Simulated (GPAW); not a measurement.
**How the form of the self-energy moves the gap of YPO4 (I4_1/amd)**

Wanted: the gap of YPO4 (I4_1/amd) under several approximations, with cost.

Calculated with GPAW 26.7.0; LDA and many-body steps on it, plane waves.

The database entry behind the starting cell differs from later determinations by our own check (impure mineral, about 0.2 % long), so it need not match the best structure at ambient conditions.

## Step 1: The starting structure

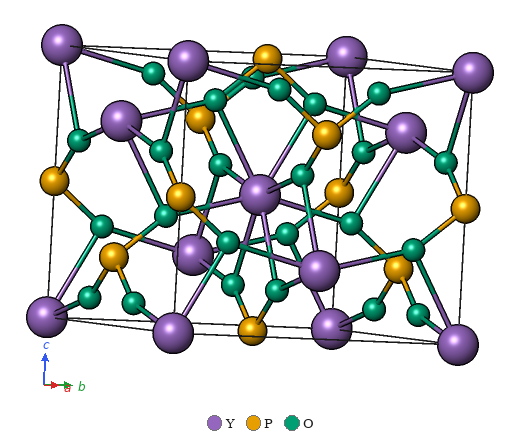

The cell as given, slightly off an axis (yttrium purple, phosphorus orange, oxygen teal). This picture shows the conventional cell, with its axes. Some periodic images of atoms are drawn too.

As a file:

```
Y P O
1.0
    -3.44735    3.44735    3.01380
     3.44735   -3.44735    3.01380
     3.44735    3.44735   -3.01380
Y P O
2 2 8
Direct
  0.75000 0.25000 0.50000
  0.00000 0.00000 0.00000
  0.50000 0.50000 0.00000
  0.25000 0.75000 0.50000
  0.16610 0.34080 0.82530
  0.09080 0.76550 0.67470
  0.51550 0.34080 0.17470
  0.09080 0.41610 0.32530
  0.58390 0.90920 0.67470
  0.65920 0.83390 0.17470
  0.23450 0.90920 0.32530
  0.65920 0.48450 0.82530
```

The cell and positions come from the Crystallography Open Database and are kept as given unless a step says otherwise.

## Step 2: Empty states on the mesh, 4×4×4 mesh, 492 bands

This step: GPAW 26.7.0; DFT, LDA, plane waves, PAW.

The sums over transitions need many empty states on a uniform mesh; this step solves for them.

The input, run.py:

```python
import json
import numpy as np
from gpaw.mpi import world
from gpaw import GPAW

calc = GPAW('gs.gpw').fixed_density(kpts={'size': (4, 4, 4), 'gamma': True},
    parallel={'domain': 1, 'band': 1},
    txt='nscf.txt')
calc.diagonalize_full_hamiltonian(nbands=492)
calc.write('full.gpw', mode='all')
res = {}
kpts = calc.get_ibz_k_points()
res['kpts'] = kpts
res['eigenvalues'] = [calc.get_eigenvalues(kpt=k) for k in range(len(kpts))]
res['n_electrons'] = calc.get_number_of_electrons()

if world.rank == 0:
    with open('result.json', 'w') as f:
        json.dump(res, f, default=lambda x: x.tolist())
```

Command:

```console
$ mpirun -n 4 gpaw python run.py
```

The log of the run:

```text
Diagonalizing LCAO Hamiltonian
Converting LCAO to pw mode
convergence criteria:
- Maximum integral of absolute [eigenst]ate change: 4e-08 eV^2 / valence electron
maximum number of iterations: 100

SCF iterations
|iter     |     time |      energy | eigst |  dens |
|iter:   1|  |             | +0.54 |       |
|iter:   2|  |             | -0.60 |       |
|iter:   3|  |             | -1.41 |       |
[...]
|iter:  29|  |             | -7.27 |       |
|iter:  30|  |             | -7.35 |       |
|iter:  31|  |             | -7.41c|       |
SCF steps: 31
  __  _  _
 | _ |_)|_||  |
 |__||  | ||/\| - 26.7.0

Input parameters:
  mode=PW(ecut=600.0),
  convergence={'density': 1e-06, 'bands': -3},
  gpts=array([35, 35, 35]),
  kpts=MonkhorstPack(size=(4, 4, 4), gamma=True),
  maxiter=100,
  nbands=52,
  occupations=Occupations(name='fermi-dirac', width=0.001, fixmagmom=False),
  parallel={'domain': 1, 'band': 1},
  xc=XC(name='LDA')
Matrix size: 4793x4793
# Writing to full.gpw (mode='all')
  [... matrices ...]

timing:  # [seconds]
  Total: 244.025  # ━━━━━━━━━━━━━━━━━━━━━━━━━━━━━━━━━━━━━━━━━━━━━━━━━━━━━━━━━
```

Run time: 4.7 min. Hardware: 4 MPI ranks of Intel Xeon Platinum 8488C (Sapphire Rapids), shared host; peak memory 8.7 GiB.

This step gave:

| Property | Result |
| --- | --- |
| gap | 5.826 eV |
| k of the valence top | 0, 0, 0 |
| k of the conduction bottom | 0.25, -0.25, 0 |
| least direct gap | 6.013 eV |
| k points computed | 13 |
| lowest point of the top converged band, above the valence top | 116.0326 eV |

On this mesh the gap is 5.826 eV.

## Step 3: One-shot HSE06

This step: one-shot HSE06 levels on LDA orbitals, plane waves, PAW.

The input, run.py:

```python
import json
import numpy as np
from gpaw.mpi import world
from gpaw.hybrids.eigenvalues import non_self_consistent_eigenvalues

dft, vxc, vxc_hyb = non_self_consistent_eigenvalues('full.gpw', 'HSE06', 38, 42, kpt_indices=[0, 1])
res = {'dft': dft[0], 'hybrid': (dft - vxc + vxc_hyb)[0]}
if world.rank == 0:
    with open('hybrid.txt', 'w') as f:
        for k, e0, e1 in zip([0, 1], res['dft'], res['hybrid']):
            print(k, ' '.join(f'{x:9.4f}' for x in e0), '|', ' '.join(f'{x:9.4f}' for x in e1), file=f)

if world.rank == 0:
    with open('result.json', 'w') as f:
        json.dump(res, f, default=lambda x: x.tolist())
```

Command:

```console
$ mpirun -n 4 gpaw python run.py
```

The log of the run:

```text
IBZ(<points: 13, symmetries: 8>)
Occupied bands: 40
Transforming wave functions from IBZ to BZ: 0.105 seconds
Distributing wave functions and iFFT-ing to real space: 1.214 seconds
Calculating eigenvalues:
  k-points: 2
  Bands: 38-41 (inclusive)
  Seconds: 8.619 (wave-function broadcasting: 0.020 seconds)
HSE06-eigenvalue shifts:
  min: -1.251 eV
  ave: -0.060 eV
  max: 1.199 eV
```

It took 14 s on 4 MPI ranks; peak memory 3.1 GiB.

This step gave:

- starting gap on the mesh: 5.826 eV
- hybrid gap on the mesh: 8.190 eV
- least direct hybrid gap on the computed points: 8.190 eV

## Step 4: GLLB-SC, self-consistent

This step: DFT, GLLB-SC with its derivative discontinuity, plane waves, PAW.

The input, run.py:

```python
import json
import numpy as np
from gpaw.mpi import world
from ase import Atoms
from gpaw import GPAW, PW, FermiDirac

atoms = Atoms(['Y', 'Y', 'P', 'P', 'O', 'O', 'O', 'O', 'O', 'O', 'O', 'O'],
    cell=[[-3.4473500000, 3.4473500000, 3.0138000000],
      [3.4473500000, -3.4473500000, 3.0138000000],
      [3.4473500000, 3.4473500000, -3.0138000000]],
    scaled_positions=[[0.7500000000, 0.2500000000, 0.5000000000],
      [0.0000000000, 0.0000000000, 0.0000000000],
      [0.5000000000, 0.5000000000, 0.0000000000],
      [0.2500000000, 0.7500000000, 0.5000000000],
      [0.1661000000, 0.3408000000, 0.8253000000],
      [0.0908000000, 0.7655000000, 0.6747000000],
      [0.5155000000, 0.3408000000, 0.1747000000],
      [0.0908000000, 0.4161000000, 0.3253000000],
      [0.5839000000, 0.9092000000, 0.6747000000],
      [0.6592000000, 0.8339000000, 0.1747000000],
      [0.2345000000, 0.9092000000, 0.3253000000],
      [0.6592000000, 0.4845000000, 0.8253000000]],
    pbc=(True, True, True))
calc = GPAW(mode=PW(600),
    xc='GLLBSC',
    kpts={'size': (4, 4, 4), 'gamma': True},
    occupations=FermiDirac(0.001),
    nbands=-12,
    convergence={'bands': -3},
    maxiter=120,
    txt='gllbsc.txt')
atoms.calc = calc
atoms.get_potential_energy()
homo, lumo = calc.get_homo_lumo()
response = calc.hamiltonian.xc.response
dxc_pot = response.calculate_discontinuity_potential(homo, lumo)
ks_gap, dxc = response.calculate_discontinuity(dxc_pot)
res = {'ks_gap': ks_gap, 'dxc': dxc}

if world.rank == 0:
    with open('result.json', 'w') as f:
        json.dump(res, f, default=lambda x: x.tolist())
```

Command:

```console
$ mpirun -n 4 gpaw python run.py
```

The log of the run:

```text
[banner, memory and clock lines left out]
___ ___ ___ _ _ _
 |   |   |_  | | | |
 | | | | | . | | | |
 |__ |  _|___|_____|  26.7.0
 |___|_|

Input parameters:
  convergence: {bands: -3}
  kpts: {gamma: True,
         size: (4, 4, 4)}
  maxiter: 120
  mode: {ecut: 600.0,
         name: pw}
  nbands: -12
  occupations: {fixmagmom: False,
                name: fermi-dirac,
                width: 0.001}
  xc: GLLBSC

System changes: positions, numbers, cell, pbc, initial_charges, initial_magmoms

Initialize ...

species:
  Y:
    name:    Yttrium
    Z:       39.0
    valence: 11
    core:    28
    charge:  0.0  # [|e|]
    compensation charges:
      type: gauss
      rc: 0.40  # [Å]
      lmax: 2
    cutoffs:
      filter: 2.39  # [Å]
      core: 1.70  # [Å]
    projectors
    | kind |    occ | energy [eV] | rcut [Å] |
    |   4s |  2.000 |     -47.003 |    1.328 |
    |   5s |  2.000 |      -4.028 |    1.328 |
    |   4p |  6.000 |     -27.024 |    1.318 |
    |   5p |  0.000 |      -1.279 |    1.318 |
    |   4d |  1.000 |      -2.018 |    1.286 |
    |    d |        |      25.193 |    1.286 |

    Using partial waves for Y as LCAO basis

  P:
    name:    Phosphorus
    Z:       15.0
    valence: 5
    core:    10
    charge:  0.0  # [|e|]
    compensation charges:
      type: gauss
      rc: 0.30  # [Å]
      lmax: 2
    cutoffs:
      filter: 1.69  # [Å]
      core: 1.81  # [Å]
    projectors
    | kind |    occ | energy [eV] | rcut [Å] |
    |   3s |  2.000 |     -16.108 |    0.953 |
    |   3p |  3.000 |      -7.835 |    0.953 |
    |    s |        |      11.103 |    0.953 |
    |    p |        |      19.376 |    0.953 |
    |    d |        |       0.000 |    0.953 |

    Using partial waves for P as LCAO basis

  O:
    name:    Oxygen
    Z:       8.0
    valence: 6
    core:    2
    charge:  0.0  # [|e|]
    compensation charges:
      type: gauss
      rc: 0.21  # [Å]
      lmax: 2
    cutoffs:
      filter: 1.17  # [Å]
      core: 0.83  # [Å]
    projectors
    | kind |    occ | energy [eV] | rcut [Å] |
    |   2s |  2.000 |     -28.986 |    0.688 |
    |   2p |  4.000 |     -13.358 |    0.598 |
    |    s |        |      -1.774 |    0.688 |
    |    p |        |      13.853 |    0.598 |
    |    d |        |       0.000 |    0.619 |

    Using partial waves for O as LCAO basis

Reference energy: -218915.958397  # eV

Spin-paired calculation

Convergence criteria:
 Maximum [total energy] change in last 3 cyles: 0.0005 eV / valence electron
 Maximum integral of absolute [dens]ity change: 0.0001 electrons / valence electron
 Maximum integral of absolute [eigenst]ate change: 4e-08 eV^2 / valence electron
 Maximum number of scf [iter]ations: 120
 (Square brackets indicate name in SCF output, whereas a 'c' in
 the SCF output indicates the quantity has converged.)
  [... matrices ...]
Symmetries present (total): 8

  [... matrices ...]
64 k-points: 4 x 4 x 4 Monkhorst-Pack grid + [1/8,1/8,1/8]
13 k-points in the irreducible part of the Brillouin zone
       k-points in crystal coordinates                weights
   0:     0.00000000    0.00000000    0.00000000          1/64
   1:     0.25000000   -0.25000000    0.00000000          4/64
   2:     0.25000000   -0.25000000    0.25000000          4/64
   3:     0.25000000    0.00000000    0.00000000          8/64
   4:     0.25000000    0.25000000   -0.25000000          2/64
   5:     0.25000000    0.25000000    0.25000000          2/64
   6:     0.50000000    0.00000000    0.25000000          8/64
   7:     0.50000000    0.00000000    0.50000000          4/64
   8:     0.50000000    0.25000000    0.25000000         16/64
   9:     0.50000000    0.25000000    0.50000000          8/64
          ...
  12:     0.50000000    0.50000000    0.50000000          1/64

Wave functions: Plane wave expansion
  Cutoff energy: 600.000 eV
  Number of coefficients (min, max): 4696, 4800
  Pulay-stress correction: 0.000000 eV/Ang^3 (de/decut=0.000000)
  Using FFTW library
  Wavefunction extrapolation:
    Improved wavefunction reuse through dual PAW basis

Occupation numbers: Fermi-Dirac:
  width: 0.0010  # eV

Eigensolver
   Davidson(niter=2)

Densities:
  Coarse grid: 35*35*35 grid
  Fine grid: 70*70*70 grid
  Total Charge: 0.000000

Density mixing:
  Method: separate
  Backend: msr1
  Linear mixing parameter: 0.05
  old densities: 10
  Width of damping distribution: 1.1
  Damping of long wavelength oscillations: 20

Hamiltonian:
  XC and Coulomb potentials evaluated on a 70*70*70 grid
  Using the GLLBSC Exchange-Correlation functional
  External potential:
    NoExternalPotential

XC parameters: GLLBSC functional being used consists of
  | Weight | Module     | Description                                   |
  |  1.000 | SCREENING  | GGA_X_PBE_SOL with 2 nearest neighbor stencil |
  |  1.000 | RESPONSE   | eps=0.0500 eV                                 |
  |  1.000 | XC         | GGA_C_PBE_SOL with 2 nearest neighbor stencil |

Memory estimate:

Total number of cores used: 4
Parallelization over k-points: 4

Number of atoms: 12
Number of atomic orbitals: 66
Number of bands in calculation: 52
Number of valence electrons: 80
Bands to converge: 49

... initialized

Initializing position-dependent things.

Density initialized from atomic densities
Creating initial wave functions:
  52 bands from LCAO basis set

           O
        P Y    O O
               O
                P
             O   O O
        Y

Atomic positions and initial magnetic moments

Positions:
   0 Y      0.000000    3.447350    1.506900    ( 0.0000,  0.0000,  0.0000)
   1 Y      0.000000    0.000000    0.000000    ( 0.0000,  0.0000,  0.0000)
   2 P      0.000000    0.000000    3.013800    ( 0.0000,  0.0000,  0.0000)
   3 P      3.447350    0.000000    1.506900    ( 0.0000,  0.0000,  0.0000)
   4 O      3.447350    2.242846   -0.959594    ( 0.0000,  0.0000,  0.0000)
   5 O      4.651854    0.000000    0.547306    ( 0.0000,  0.0000,  0.0000)
[...]
9 O      1.204504    0.000000    3.973394    ( 0.0000,  0.0000,  0.0000)
  10 O      3.447350   -1.204504    2.466494    ( 0.0000,  0.0000,  0.0000)
  11 O      2.242846    3.447350    0.959594    ( 0.0000,  0.0000,  0.0000)
  [... matrices ...]
Unit cell:
           periodic     x           y           z      points  spacing
  1. axis:    yes   -3.447350    3.447350    3.013800    35     0.1297
  2. axis:    yes    3.447350   -3.447350    3.013800    35     0.1297
  3. axis:    yes    3.447350    3.447350   -3.013800    35     0.1393

  Lengths:   5.731617   5.731617   5.731617
  Angles:  106.050642 106.050642 116.553051

Effective grid spacing dv^(1/3) = 0.1495

iter:   1   -128.307925   +0.66
iter:   2   -126.757857   +0.01  -0.81
iter:   3   -115.484815   +0.80  -0.83
iter:   4   -102.285106   +0.18  -0.79
iter:   5   -102.611750   -0.35  -1.38
iter:   6   -100.373099   -0.66  -1.62
iter:   7    -99.748117   -1.08  -2.17
iter:   8   -100.063936   -1.24  -2.15
iter:   9   -100.183579   -1.63  -2.75
iter:  10   -100.171894   -1.99  -3.51
iter:  11   -100.166615c  -2.08  -3.76
iter:  12   -100.156736c  -2.20  -3.95
iter:  13   -100.158313c  -2.57  -4.72c
iter:  14   -100.158757c  -2.24  -5.27c
iter:  15   -100.158762c  -2.73  -5.89c
iter:  16   -100.158640c  -2.38  -5.90c
iter:  17   -100.158651c  -3.26  -6.51c
iter:  18   -100.158669c  -3.16  -6.62c
[...]
iter:  42   -100.158666c  -7.03  -12.88c
iter:  43   -100.158666c  -7.07  -13.54c
iter:  44   -100.158666c  -7.20  -13.46c
iter:  45   -100.158666c  -7.52c -13.42c

Converged after 45 iterations.

Dipole moment: (8.703763, -8.703763, 0.000000) |e|*Ang

Energy contributions relative to reference atoms: (reference = -218915.958397)
  [... matrices ...]
Kinetic:       +133.941430
Potential:     -122.183150
External:        +0.000000
XC:            -112.064199
Entropy (-ST):   -0.000000
Local:           +0.147252
SIC:             +0.000000
Free energy:   -100.158666
Extrapolated:  -100.158666

GLLBSC response reference energy: 1.63250 eV (from HOMO)
  [... matrices ...]
Showing only first 2 kpts
 Kpt  Band  Eigenvalues  Occupancy
  0    38      1.26098    2.00000
  0    39      1.63250    2.00000
  0    40      9.08919    0.00000
  0    41      9.74136    0.00000

  1    38      1.20763    2.00000
  1    39      1.48117    2.00000
  1    40      9.54831    0.00000
  1    41      9.73283    0.00000

Fermi level: 3.95989

Gap: 7.457 eV
Transition (v -> c):
  (s=0, k=0, n=39, [0.00, 0.00, 0.00]) -> (s=0, k=0, n=40, [0.00, 0.00, 0.00])
No difference between direct/indirect transitions
```

The job ended after 79 s (4 MPI ranks; peak memory 1.3 GiB; 5.3 min of CPU time).

Numbers from this step:

```
starting gap on the mesh      : 7.457 eV
derivative discontinuity      : 2.643 eV
quasiparticle gap on the mesh : 10.10 eV
```

(Continued in part 2 of 2.)

[Paths, hosts, dates, memory and timing lines, banners, echoed tables and standing remarks are left out of the program output.]

[Logs are printed without paths, hosts, clocks, repeated set-up lines and the standing remarks that a program may print on its own settings, such as how far it seeks lower states.]

[Runs of the session that timed out or met a known fault of the program may be left out.]

[Hosts, paths, dates, database ids (printed as entryN), source tags and the programs' standing remarks are cut or masked in the printed files.]
